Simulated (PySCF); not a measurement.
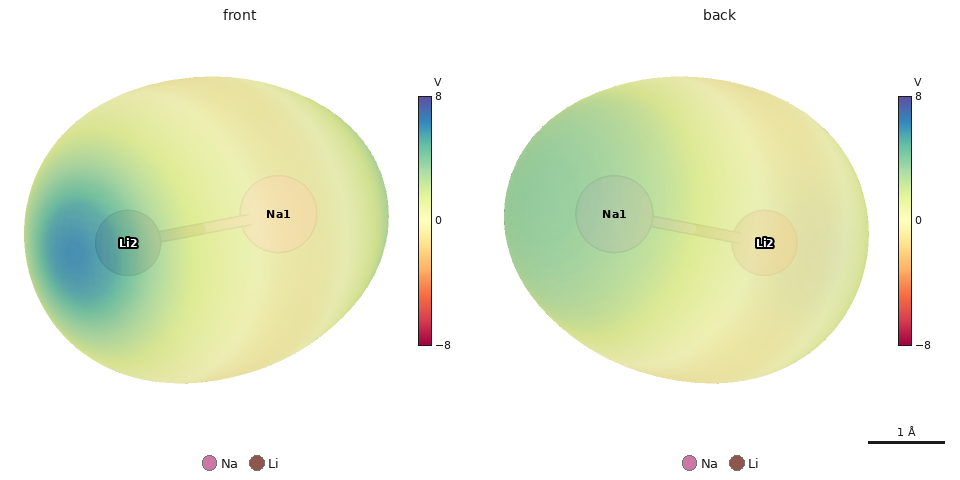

Figure 1: NaLi. The molecular electrostatic potential painted on the density surface at 0.002 e/bohr³, seen from the front and from behind; the colour scale runs from red (negative) to blue (positive).

All numbers below come from PySCF 2.14.0, PBE0/aug-pcseg-1, non-relativistic, at a bond length of 2.934 Å.

Question: Where is the surface potential most negative and most positive?

Answer: The most negative region (about −0.5 V) lies over Na1, the most positive (about +6.2 V) over Li2.
